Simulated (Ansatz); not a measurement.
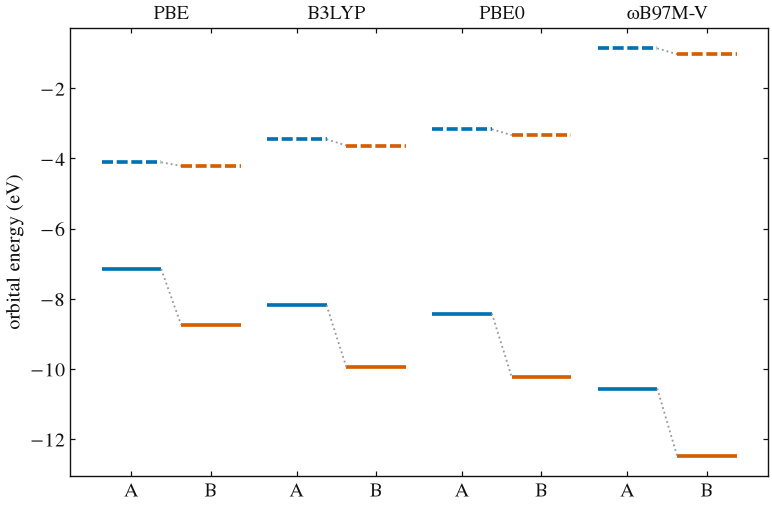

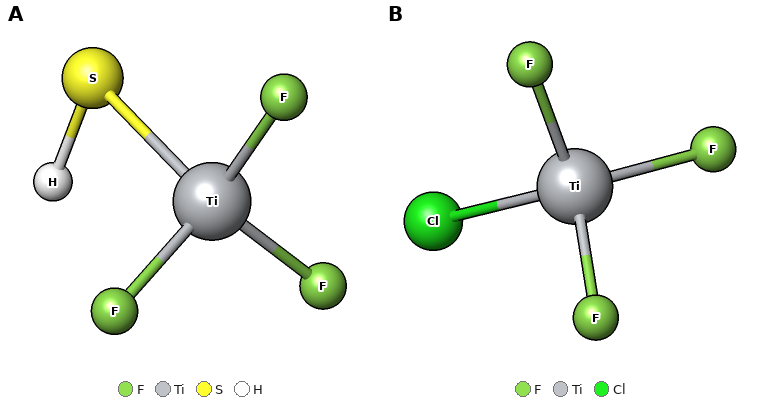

One change: A, TiHSF₃ (SMILES [F][Ti]([F])([F])[SH]), becomes B, TiClF₃ (SMILES [F][Ti]([F])([F])[Cl]). SH on Ti is replaced by Cl. HOMO (solid) and LUMO (dashed) computed in def2-TZVPP at PBE0-D4/def2-TZVP geometries, both minima by their frequencies, gas phase, the Ansatz code.

> What does the change do to HOMO and LUMO?

PBE: the HOMO falls by 1.58 eV, the LUMO falls by 0.10 eV, and the separation goes from 3.04 to 4.53 eV. B3LYP: the HOMO falls by 1.77 eV, the LUMO falls by 0.18 eV, and the separation goes from 4.73 to 6.32 eV. PBE0: the HOMO falls by 1.81 eV, the LUMO falls by 0.17 eV, and the separation goes from 5.25 to 6.89 eV. ωB97M-V: the HOMO falls by 1.92 eV, the LUMO falls by 0.17 eV, and the separation goes from 9.70 to 11.45 eV.

> Do the functionals agree on the effect?

They agree on the direction for both levels; the HOMO shift lies between −1.92 and −1.58 eV and the LUMO shift between −0.18 and −0.10 eV, while the separations themselves differ by up to 6.9 eV between functionals.
